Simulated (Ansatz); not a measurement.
# CH6ClNOSi: shift of H8 from Si2 to N1, part 2 of 2

How high is the barrier for the shift of H8 from Si2 to N1? Relax the two ends, then run a nudged elastic band between them. SMILES of the start: N[SiH2]C(O)Cl.

Ansatz 0.2.0; RKS B3LYP-D4/def2-SVP. The steps go on from the part before.

## Step 5: The band

crystal.atoms is end A as relaxed above, and neb.final_atoms is end B, turned to lie on A. With 7 inner images the band has 9 in all. The start path is listed, through a guess of the saddle.

Input file input.yaml:

```yaml
crystal:
  periodic: [false, false, false]
  atoms:
    - { symbol: "N", position_ang: [-1.391544, -0.222701, -0.517343] }
    - { symbol: Si, position_ang: [0.303374, -0.09081, -0.923805] }
    - { symbol: C, position_ang: [1.013409, 0.184644, 0.826628] }
    - { symbol: O, position_ang: [0.440821, -0.679961, 1.715552] }
    - { symbol: Cl, position_ang: [0.533315, 1.989422, 1.199863] }
    - { symbol: H, position_ang: [-1.874828, 0.63191, -0.247535] }
    - { symbol: H, position_ang: [-1.997177, -0.809614, -1.083597] }
    - { symbol: H, position_ang: [0.703007, -1.420228, -1.468826] }
    - { symbol: H, position_ang: [0.713631, 0.990273, -1.86084] }
    - { symbol: H, position_ang: [2.102134, 0.185051, 0.964362] }
    - { symbol: H, position_ang: [-0.480842, -0.814886, 1.41624] }
basis:
  gaussian: { orbitals: def2-SVP }
hamiltonian:
  xc: b3lyp
  dispersion: d4
neb:
  order_check: false
  images: 7
  f_tol: 0.03
  max_iterations: 60
  final_atoms:
    - { symbol: "N", position_ang: [-1.18252321, -0.11396858, -0.94801379] }
    - { symbol: Si, position_ang: [0.77644443, -0.56304696, -1.23107147] }
    - { symbol: C, position_ang: [0.97808711, -0.06236363, 0.66908244] }
    - { symbol: O, position_ang: [0.23704536, -0.95850354, 1.42157489] }
    - { symbol: Cl, position_ang: [0.3417869, 1.70735541, 1.0793255] }
    - { symbol: H, position_ang: [-1.76934402, -0.16061888, -1.78180956] }
    - { symbol: H, position_ang: [-1.53532271, -0.77760423, -0.25209634] }
    - { symbol: H, position_ang: [-1.24208941, 0.82190025, -0.52174778] }
    - { symbol: H, position_ang: [1.04642667, 0.83342914, -1.78521283] }
    - { symbol: H, position_ang: [2.0247437, 0.02255446, 1.00464587] }
    - { symbol: H, position_ang: [0.39004518, -0.80603346, 2.36602207] }
  initial_path:
    images:
      - { positions_ang: [[-1.391544, -0.222701, -0.517343], [0.303374, -0.09081, -0.923805], [1.013409, 0.184644, 0.826628], [0.440821, -0.679961, 1.715552], [0.533315, 1.989422, 1.199863], [-1.874828, 0.63191, -0.247535], [-1.997177, -0.809614, -1.083597], [0.703007, -1.420228, -1.468826], [0.713631, 0.990273, -1.86084], [2.102134, 0.185051, 0.964362], [-0.480842, -0.814886, 1.41624]] }
      - { positions_ang: [[-1.38220533, -0.19585507, -0.61184076], [0.30038639, -0.03793347, -0.91972518], [1.01293798, 0.16914511, 0.82125842], [0.48624511, -0.71930953, 1.72197587], [0.58473263, 1.91867228, 1.28850613], [-1.84039102, 0.46677867, -0.65342726], [-1.89791724, -0.85801259, -0.95326156], [0.42898306, -1.30909003, -1.3954838], [0.6810001, 1.0863205, -1.80287463], [2.10888229, 0.13919974, 0.91767992], [-0.41735397, -0.71681562, 1.60789183]] }
      - { positions_ang: [[-1.37286665, -0.16900913, -0.70633852], [0.29739877, 0.01494306, -0.91564535], [1.01246696, 0.15364623, 0.81588885], [0.53166922, -0.75865806, 1.72839973], [0.63615026, 1.84792256, 1.37714926], [-1.80595405, 0.30164735, -1.05931951], [-1.79865749, -0.90641117, -0.82292613], [0.15495912, -1.19795207, -1.32214159], [0.6483692, 1.18236799, -1.74490925], [2.11563058, 0.09334847, 0.87099784], [-0.35386594, -0.61874524, 1.79954367]] }
      - { positions_ang: [[-1.36352798, -0.1421632, -0.80083628], [0.29441116, 0.0678196, -0.91156553], [1.01199595, 0.13814734, 0.81051927], [0.57709334, -0.79800658, 1.7348236], [0.68756789, 1.77717284, 1.4657924], [-1.77151707, 0.13651602, -1.46521177], [-1.69939773, -0.95480976, -0.69259069], [-0.11906481, -1.0868141, -1.24879939], [0.61573831, 1.27841549, -1.68694388], [2.12237887, 0.04749721, 0.82431576], [-0.29037791, -0.52067486, 1.9911955]] }
      - { positions_ang: [[-1.35418931, -0.11531727, -0.89533403], [0.29142354, 0.12069613, -0.9074857], [1.01152493, 0.12264845, 0.8051497], [0.62251745, -0.83735511, 1.74124747], [0.73898552, 1.70642312, 1.55443553], [-1.73708009, -0.02861531, -1.87110403], [-1.60013798, -1.00320834, -0.56225526], [-0.39308875, -0.97567613, -1.17545718], [0.58310741, 1.37446299, -1.6289785], [2.12912716, 0.00164595, 0.77763367], [-0.22688988, -0.42260448, 2.18284734]] }
      - { positions_ang: [[-1.31127278, -0.11498009, -0.90850397], [0.41267876, -0.05023964, -0.98838215], [1.00316547, 0.07639543, 0.77113288], [0.52614943, -0.86764222, 1.66132932], [0.63968587, 1.70665619, 1.43565802], [-1.74514608, -0.0616162, -1.84878041], [-1.58393416, -0.94680731, -0.48471553], [-0.60533892, -0.52628204, -1.01202983], [0.69893722, 1.23920452, -1.66803708], [2.10303129, 0.00687308, 0.83438672], [-0.07265611, -0.51846172, 2.22864102]] }
      - { positions_ang: [[-1.26835626, -0.11464292, -0.92167391], [0.53393399, -0.22117542, -1.06927859], [0.99480602, 0.03014241, 0.73711607], [0.4297814, -0.89792932, 1.58141118], [0.54038621, 1.70688927, 1.31688051], [-1.75321206, -0.09461709, -1.82645679], [-1.56773034, -0.89040629, -0.4071758], [-0.81758908, -0.07688794, -0.84860248], [0.81476704, 1.10394606, -1.70709567], [2.07693543, 0.0121002, 0.89113977], [0.08157765, -0.61431897, 2.2744347]] }
      - { positions_ang: [[-1.22543973, -0.11430575, -0.93484385], [0.65518921, -0.39211119, -1.15017503], [0.98644657, -0.01611061, 0.70309925], [0.33341338, -0.92821643, 1.50149303], [0.44108656, 1.70712234, 1.19810301], [-1.76127804, -0.12761799, -1.80413317], [-1.55152653, -0.83400526, -0.32963607], [-1.02983924, 0.37250616, -0.68517513], [0.93059685, 0.9686876, -1.74615425], [2.05083956, 0.01732733, 0.94789282], [0.23581141, -0.71017621, 2.32022838]] }
      - { positions_ang: [[-1.18252321, -0.11396858, -0.94801379], [0.77644443, -0.56304696, -1.23107147], [0.97808711, -0.06236363, 0.66908244], [0.23704536, -0.95850354, 1.42157489], [0.3417869, 1.70735541, 1.0793255], [-1.76934402, -0.16061888, -1.78180956], [-1.53532271, -0.77760423, -0.25209634], [-1.24208941, 0.82190025, -0.52174778], [1.04642667, 0.83342914, -1.78521283], [2.0247437, 0.02255446, 1.00464587], [0.39004518, -0.80603346, 2.36602207]] }
```

Command:

```console
> ansatz run input.yaml --threads 2 --pin off --max-ram 3072MiB --backend cpu --events-out ev --progress --plain --runs-dir out
```

What it wrote:

```text
Warning: RAYON_NUM_THREADS=2 ignored (pool sized by the plan → 2); use --threads N
Engine: ansatz 0.2.0, x86_64-unknown-linux-gnu
Functional definition: B3LYP
  parameter a0 = 0.2
  parameter ax = 0.72
  parameter ac = 0.81
  exchange = (1 - a0 - ax)*slater_x + ax*b88_x + a0*exact_x
  correlation = (1 - ac)*vwn_rpa_c + ac*lyp_c
1139 factors; integrals over basis functions are off by at most 4.3e-4 eV
mean field evaluation 1: about -25055.6773 eV, gradient 6.4e1 eV
mean field evaluation 2: about -25043.0458 eV, gradient 9.8e1 eV
mean field evaluation 4: about -25063.5769 eV, gradient 4.4e0 eV
mean field evaluation 8: about -25063.6313 eV, gradient 2.4e-1 eV
mean field evaluation 16: about -25063.6315 eV, gradient 3.5e-5 eV
mean field -25063.63146659 eV, -921.0714676575 hartree, gradient 3.5e-5 eV, S^2 0.000000; 0 other end points of the search recorded, 0 dependent functions left out
[... 3 lines left out ...]
mean field -25062.32225091 eV, -921.0233548689 hartree, gradient 3.9e-5 eV, S^2 0.000000; 0 other end points of the search recorded, 0 dependent functions left out
[... 2 lines left out ...]
NEB end point (image 0): max|allowed force component| = 1.460e-2 eV/Å (the criterion of neb.relax_end_points is 1.000e-2)
NEB end point (image 8): max|allowed force component| = 1.536e-2 eV/Å (the criterion of neb.relax_end_points is 1.000e-2)
[... 2 lines left out ...]
mean field -25061.08865011 eV, -920.9780208754 hartree, gradient 1.1e-5 eV, S^2 0.000000; 0 other end points of the search recorded, 0 dependent functions left out
[... 4 lines left out ...]
mean field -25057.23703051 eV, -920.8364764661 hartree, gradient 1.5e-5 eV, S^2 0.000000; 0 other end points of the search recorded, 0 dependent functions left out
[... 3 lines left out ...]
mean field -25058.29549888 eV, -920.8753744611 hartree, gradient 3.5e-5 eV, S^2 0.000000; 0 other end points of the search recorded, 0 dependent functions left out
[... 4 lines left out ...]
mean field -25058.10269954 eV, -920.8682892160 hartree, gradient 8.8e-5 eV, S^2 0.000000; 0 other end points of the search recorded, 0 dependent functions left out
[... 3 lines left out ...]
mean field -25052.88813595 eV, -920.6766575385 hartree, gradient 1.5e-5 eV, S^2 0.000000; 0 other end points of the search recorded, 0 dependent functions left out
[... 4 lines left out ...]
mean field -25024.60893784 eV, -919.6374161765 hartree, gradient 2.7e-5 eV, S^2 0.000000; 0 other end points of the search recorded, 0 dependent functions left out
[... 3 lines left out ...]
mean field -25047.97333168 eV, -920.4960418131 hartree, gradient 1.6e-5 eV, S^2 0.000000; 0 other end points of the search recorded, 0 dependent functions left out
[... from here on, the SCF cycles and remarks between the steps are left out, and one step in 5 is shown ...]
NEB iter   1: max|band force component| = 2.222e2 eV/Å  barrier→ = 38.9859 eV  barrier← = 37.7137 eV  Δτ_max = 0.2000 Å  (247 SCF iters)
NEB iter   2: max|band force component| = 4.590e1 eV/Å  barrier→ = 11.4355 eV  barrier← = 10.1632 eV  Δτ_max = 0.2000 Å  (217 SCF iters)
NEB iter   5: max|band force component| = 5.940e0 eV/Å  barrier→ = 4.1236 eV  barrier← = 2.8514 eV  Δτ_max = 0.1969 Å  (195 SCF iters)
NEB iter  10: max|band force component| = 1.093e0 eV/Å  barrier→ = 3.0180 eV  barrier← = 1.7458 eV  Δτ_max = 0.1004 Å  (201 SCF iters)
NEB iter  15: max|band force component| = 2.454e0 eV/Å  barrier→ = 3.0000 eV  barrier← = 1.7278 eV  Δτ_max = 0.1010 Å  (194 SCF iters)
NEB iter  20: max|band force component| = 7.811e-1 eV/Å  barrier→ = 2.5527 eV  barrier← = 1.2804 eV  Δτ_max = 0.2000 Å  (198 SCF iters)
NEB iter  25: max|band force component| = 1.340e0 eV/Å  barrier→ = 2.7508 eV  barrier← = 1.4785 eV  Δτ_max = 0.2000 Å  (197 SCF iters)
NEB iter  30: max|band force component| = 4.006e-1 eV/Å  barrier→ = 2.5154 eV  barrier← = 1.2432 eV  CI = image 4  Δτ_max = 0.2000 Å  (197 SCF iters)
NEB iter  35: max|band force component| = 2.637e0 eV/Å  barrier→ = 3.4410 eV  barrier← = 2.1688 eV  CI = image 3  Δτ_max = 0.2000 Å  (201 SCF iters)
NEB iter  40: max|band force component| = 1.356e0 eV/Å  barrier→ = 2.5133 eV  barrier← = 1.2411 eV  CI = image 6  Δτ_max = 0.2000 Å  (196 SCF iters)
NEB iter  45: max|band force component| = 5.269e-1 eV/Å  barrier→ = 2.4622 eV  barrier← = 1.1899 eV  CI = image 6  Δτ_max = 0.1029 Å  (199 SCF iters)
NEB iter  50: max|band force component| = 2.815e0 eV/Å  barrier→ = 2.9370 eV  barrier← = 1.6648 eV  CI = image 3  Δτ_max = 0.1002 Å  (199 SCF iters)
NEB iter  55: max|band force component| = 4.143e0 eV/Å  barrier→ = 2.4600 eV  barrier← = 1.1878 eV  CI = image 5  Δτ_max = 0.1992 Å  (195 SCF iters)
NEB iter  60: max|band force component| = 4.105e0 eV/Å  barrier→ = 2.5925 eV  barrier← = 1.3203 eV  CI = image 5  Δτ_max = 0.1998 Å  (198 SCF iters)
[...]
this run last wrote the band of iteration 60 to <dir>
Error: NEB band did not converge after 60 iterations: max|band force component| = 4.11e0 eV/Å (threshold 3.0e-2); raise `neb.max_iterations` in a new run, which can start from the last band evaluated (`neb.initial_path`, with `crystal.atoms` and `neb.final_atoms` set to its first and last images), add images, or start from endpoints closer to local minima. Where this run's directory can be resumed (`checkpoint.write`), a resume goes on for up to `neb.max_iterations` more; to start a new run from the last band, take its images' positions from the `neb_iteration` event of iteration 60 (`data.images[].positions_ang`), in the event stream of the run that computed that iteration (not this run's, if it was resumed behind it). With `checkpoint.write`, `steps/00-neb/state/checkpoint.json` in the run directory holds the last saved band, under `neb.evaluated.images[].positions_ang` (a band under a hybrid functional on support functions is neither saved nor resumed: `neb.initial_path` says where its path is): check the last entry of `neb.iterations` there, which is earlier than 60 if that iteration was not saved or its write failed. If the band's step has no `state` directory and holds `state.next`, a write was cut short, and the file is under `state.next` instead (behind a loss of power it can be under `state.prev`)
this run wrote the band of iteration 60 to <dir> as well, whether or not its events were kept: a new run's `neb.initial_path` can list its `images[].positions_ang`
a run's events are kept only if it was started with --events-out <file>, and are in that file
```

Wall time 21 min (2 threads of Intel Xeon Platinum 8259CL at 2.50GHz (Skylake/Cascade Lake), shared host); peak memory 0.28 GiB.

## Step 6: The band, image by image

The run ended unconverged after 60 band iterations. The table shows its last band, which is no minimum-energy path. The 7 inner images lie between the fixed ends 0 and 8. Energy is taken from image 0, and the path length is the program's own coordinate along the band.

```tsv
image	path (Å)	energy (eV)	H8–Si2 (Å)	H8–N1 (Å)	band force (eV/Å)
0	0.000	0.0000	1.49	2.59	-
1	1.850	0.2508	1.49	2.64	0.008
2	3.699	0.1429	1.49	2.57	0.047
3	5.549	1.9814	1.58	2.03	4.105
4	8.358	1.5075	2.73	1.02	0.343
5*	11.155	2.5925	3.86	1.03	0.747
6	13.720	2.4716	3.30	1.02	0.215
7	16.292	1.2905	2.57	1.02	0.172
8	18.865	1.2722	2.55	1.03	-
```

The star marks the climbing image.

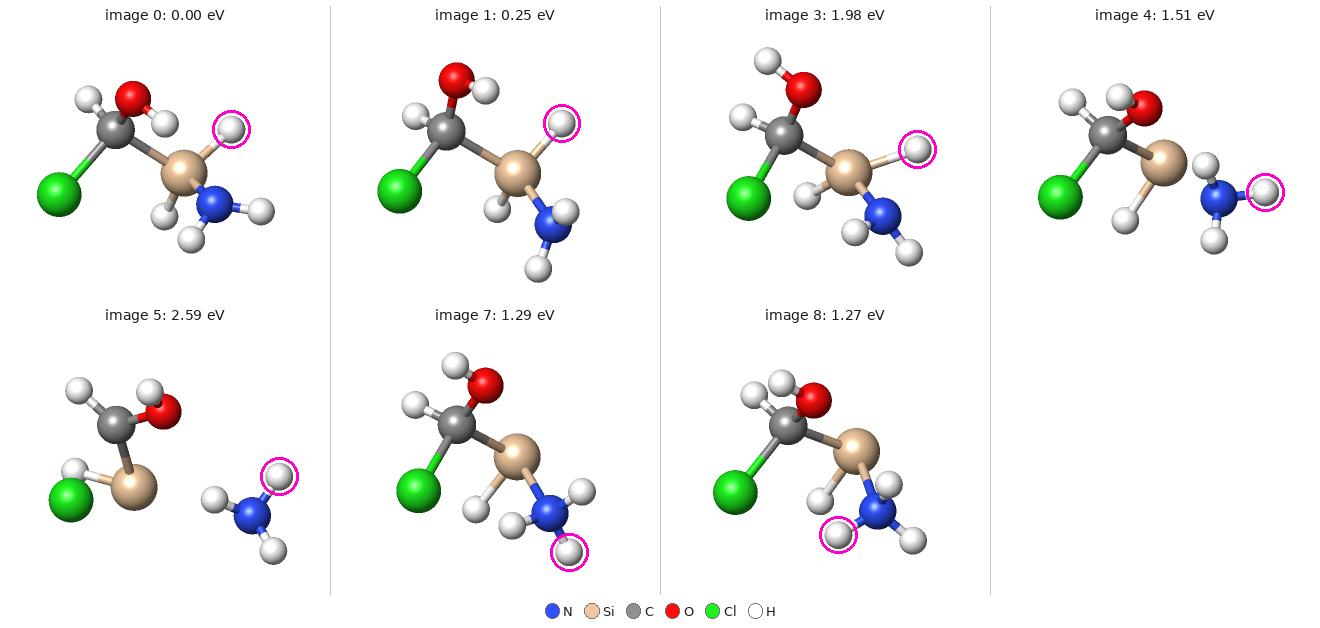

The images of the last band, seen from a free direction. Ringed: H8. Sticks join atoms closer than a bonding distance in each image.

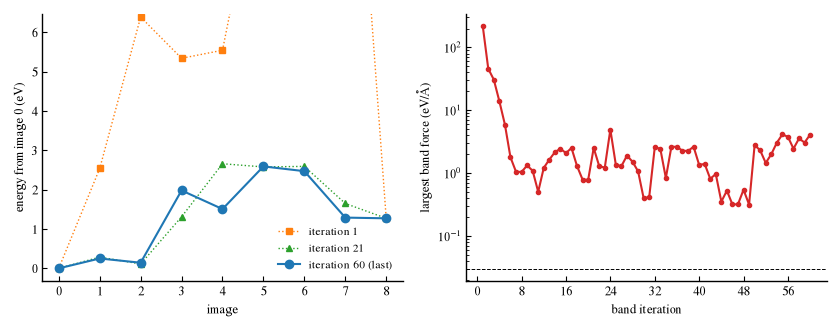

Left: energy of each image for early iterations and the last one (lines only join the points; early values far above the last band run off the scale). Right: the largest band force by iteration, with the threshold dashed.

The top of the band by iteration:

```tsv
iteration	highest image above image 0 (eV)	largest band force (eV/Å)
1	38.9859	222.219
6	3.5194	1.792
11	3.3561	0.506
16	2.5883	2.088
21	2.6601	2.520
26	2.6045	1.300
31	2.6361	0.416
36	2.9268	2.624
41	2.4603	1.402
46	2.4882	0.318
51	2.9164	2.303
56	2.4574	3.786
60	2.5925	4.105
```

The band as a trajectory file:

```xyz
11
image=0 dE=0.0000
N    -1.392   -0.223   -0.517
Si    0.303   -0.091   -0.924
C     1.013    0.185    0.827
O     0.441   -0.680    1.716
Cl    0.533    1.989    1.200
H    -1.875    0.632   -0.248
H    -1.997   -0.810   -1.084
H     0.703   -1.420   -1.469
H     0.714    0.990   -1.861
H     2.102    0.185    0.964
H    -0.481   -0.815    1.416
11
image=1 dE=0.2508
N    -1.520   -0.003   -1.014
Si    0.198   -0.150   -0.905
C     0.962    0.190    0.834
O     0.926   -0.841    1.752
Cl    0.108    1.724    1.482
H    -1.906    0.908   -1.238
H    -2.139   -0.484   -0.370
H     0.606   -1.547   -1.242
H     0.792    0.836   -1.847
H     2.014    0.499    0.750
H     0.025   -1.190    1.818
11
image=2 dE=0.1429
N    -1.496   -0.009   -0.764
Si    0.224   -0.074   -0.913
C     0.943    0.117    0.859
O     0.913   -0.943    1.724
Cl   -0.001    1.610    1.551
H    -2.075   -0.259   -1.560
H    -1.897    0.766   -0.242
H     0.522   -1.408   -1.511
H     0.928    0.984   -1.706
H     1.977    0.487    0.842
H     0.029   -1.329    1.740
11
image=3 dE=1.9814
N    -1.389   -0.123   -0.963
Si    0.332   -0.161   -1.055
C     0.717    0.121    0.824
O     0.491   -0.971    1.618
Cl   -0.410    1.515    1.440
H    -1.973    0.067   -1.739
H    -1.781    0.470   -0.271
H    -0.121   -1.555   -1.631
H     1.237    0.944   -1.576
H     1.707    0.508    1.116
H     1.256   -0.872    2.258
11
image=4 dE=1.5075
N    -1.082   -0.463   -1.045
Si    1.038   -0.018   -1.250
C     0.964    0.237    0.714
O     0.222   -0.834    1.249
Cl    0.169    1.828    1.273
H    -1.851    0.213   -1.041
H    -1.018   -0.848   -0.085
H    -1.378   -1.237   -1.643
H     0.944    1.488   -1.532
H     1.967    0.294    1.180
H     0.091   -0.717    2.200
11
image=5 dE=2.5925
N    -1.804   -0.591   -1.181
Si    1.232    0.969   -1.081
C     1.242    0.124    0.680
O     0.363   -0.876    0.827
Cl    0.314    1.893    1.041
H    -2.813   -0.416   -1.367
H    -1.582   -0.329   -0.210
H    -1.638   -1.605   -1.114
H     2.519    1.686   -0.751
H     2.058    0.151    1.417
H     0.175   -1.062    1.759
11
image=6 dE=2.4716
N    -1.533   -0.194   -1.058
Si    1.226    0.295   -1.215
C     1.088   -0.020    0.702
O     0.335   -1.122    1.018
Cl    0.242    1.579    1.307
H    -1.752   -0.640   -0.174
H    -2.152    0.604   -1.105
H    -1.812   -0.881   -1.759
H     2.070    1.569   -0.924
H     2.044    0.009    1.253
H     0.308   -1.256    1.975
11
image=7 dE=1.2905
N    -1.153   -0.096   -1.084
Si    0.838   -0.332   -1.202
C     0.945   -0.068    0.755
O     0.517   -1.199    1.413
Cl   -0.177    1.418    1.361
H    -1.617   -0.975   -0.848
H    -1.312    0.600   -0.331
H    -1.544    0.262   -1.957
H     0.961    1.152   -1.549
H     1.927    0.296    1.097
H     0.680   -1.116    2.365
11
image=8 dE=1.2722
N    -1.183   -0.114   -0.948
Si    0.776   -0.563   -1.231
C     0.978   -0.062    0.669
O     0.237   -0.959    1.422
Cl    0.342    1.707    1.079
H    -1.769   -0.161   -1.782
H    -1.535   -0.778   -0.252
H    -1.242    0.822   -0.522
H     1.046    0.833   -1.785
H     2.025    0.023    1.005
H     0.390   -0.806    2.366
```

## Step 7: Outcome

What follows sums up all 2 parts.

```
                      quantity                                             value
                         end A                          17 moves, 0.951 eV lower
                         end B                          15 moves, 4.035 eV lower
                          band                 not converged after 60 iterations
highest image of the last band  2.59 eV above image 0 (no barrier of the system)
```

In words: Without a converged band there is no barrier to report. Its largest force still stood at 4.11 eV/Å, against a threshold of 0.03. By distance, end A alone has Si2–H8 and end B alone has N1–H8.
